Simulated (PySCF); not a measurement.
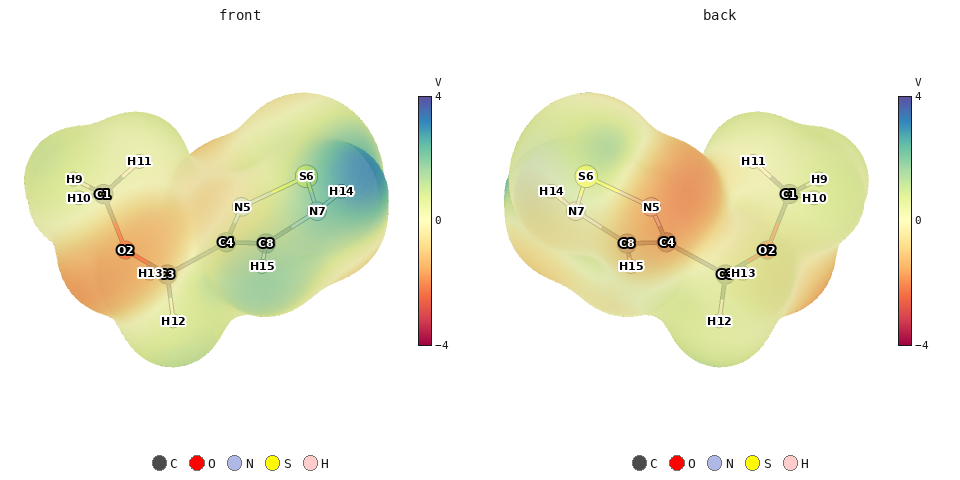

Figure 1: C$_{4}$H$_{7}$N$_{2}$OS (SMILES COCC1=NSN[CH]1) (doublet). The molecular electrostatic potential painted on the density surface at 0.004 e/bohr³, seen from the front and from behind; the colour scale runs from red (negative) to blue (positive).

Geometry: GFN2-xTB.

Theory: PySCF, UKS B3LYP, pcH-1 on C H N O S, non-relativistic, mean-field spin-orbit, GIAO.

```xyz
15

C    -2.1387    0.0836    0.6287
O    -1.4177   -1.0610    0.2409
C    -0.5958   -0.8459   -0.8861
C     0.6017    0.0059   -0.5691
N     0.6477    1.2678   -1.0195
S     2.0209    2.0018   -0.5464
N     2.6262    0.6109    0.2787
C     1.6577   -0.3768    0.2144
H    -2.6943   -0.1903    1.5233
H    -2.8368    0.3917   -0.1593
H    -1.4728    0.9239    0.8523
H    -0.2699   -1.8399   -1.2029
H    -1.1642   -0.3681   -1.6951
H     3.2275    0.7145    1.0814
H     1.8041   -1.3099    0.7198
```

**Which sites attract a positive test charge, and which a negative one?**

A positive charge is drawn to the negative regions and a negative charge to the positive ones. The most negative region (about −2.0 V) lies over N5, the most positive (about +3.2 V) over H14. N5 is the likeliest acceptor of a hydrogen bond.
